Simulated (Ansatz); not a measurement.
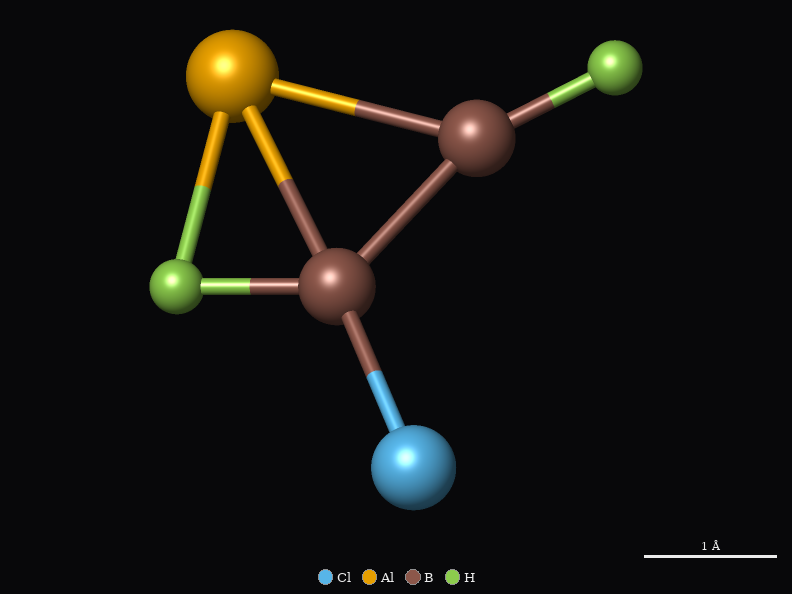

The picture shows a molecular structure as a ball-and-stick model.

Computed geometry: PBE0-D4/def2-TZVP optimisation. No frequency run is at hand to confirm it as a minimum.

> Give the formula.

AlB2ClH2, 6 atoms: 1 aluminium, 2 boron, 1 chlorine and 2 hydrogen.

> What is the point group of this geometry?

Cs.

The parts below concern this one geometry. Atoms keep their numbers from picture to picture.

Electronic properties

No frequency run is at hand to confirm it as a minimum. Method: RKS PBE0-D4/def2-TZVPP (Ansatz 0.2.0).

Computed properties:

- HOMO energy (Kohn–Sham orbital): −6.20 eV
- LUMO energy (Kohn–Sham orbital): −3.71 eV
- HOMO–LUMO gap: 2.50 eV

Dipole moment

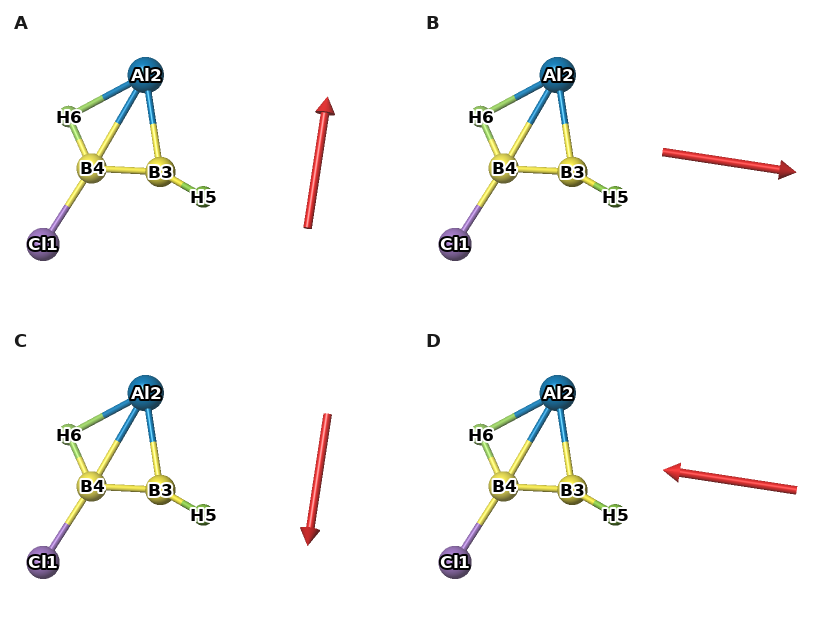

The same molecule four times, each with an arrow. No frequency run is at hand to confirm it as a minimum. Level of theory: RKS PBE0-D4/def2-TZVP (Ansatz 0.2.0).

> Which arrow points along the dipole moment, from the negative to the positive end?

A. The dipole moment is 2.75 D; it points from the side of Cl1 to the side of Al2 (the outermost atoms at the two ends).

Charges

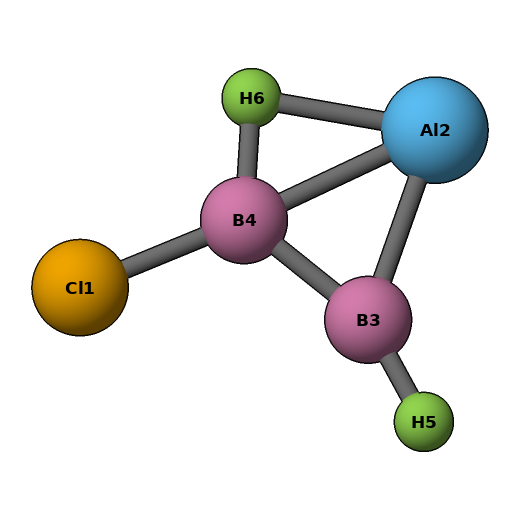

The questions are on Mulliken charges. No frequency run is at hand to confirm it as a minimum. Level of theory: RKS PBE0-D4/def2-TZVP (Ansatz 0.2.0).

Give the Mulliken charges atom by atom.

```json
{"atom": "Cl1", "value (e)": "−0.12"}
{"atom": "Al2", "value (e)": "0.02"}
{"atom": "B3", "value (e)": "−0.08"}
{"atom": "B4", "value (e)": "0.02"}
{"atom": "H5", "value (e)": "0.08"}
{"atom": "H6", "value (e)": "0.07"}
```

Mulliken values depend strongly on the basis set and can even reverse the polarity of a bond.
